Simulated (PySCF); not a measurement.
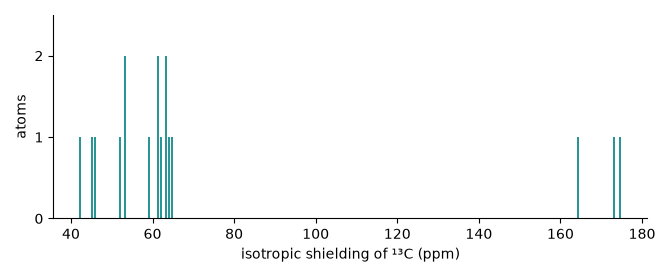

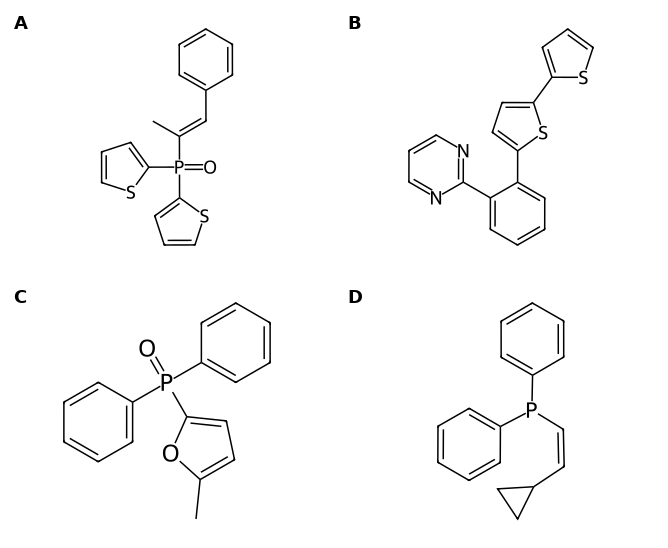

The sticks are computed shieldings of one of the molecules, for one fixed geometry (GFN2-xTB) without averaging over rotations. Low shielding means a high chemical shift. Method: GIAO KT3/pcSseg-1 NMR shielding, non-relativistic, gas phase (PySCF 2.14.0).

Which molecule gives this pattern?

Answer. D, `C(=C/P(c1ccccc1)c1ccccc1)/C1CC1`. Its 17 C atoms give lines at 42.3, 45.1, 45.9, 52.0, 53.2 (2 atoms), 59.1, 61.3 (2 atoms), 62.2, 63.3 (2 atoms), 64.1, 64.7, 164.2, 173.1, 174.7 ppm.

The geometry is semi-empirical. Around P such bond lengths and angles can be off by a tenth of an ångström or more and by several degrees, and values that hang on the shape move with them.
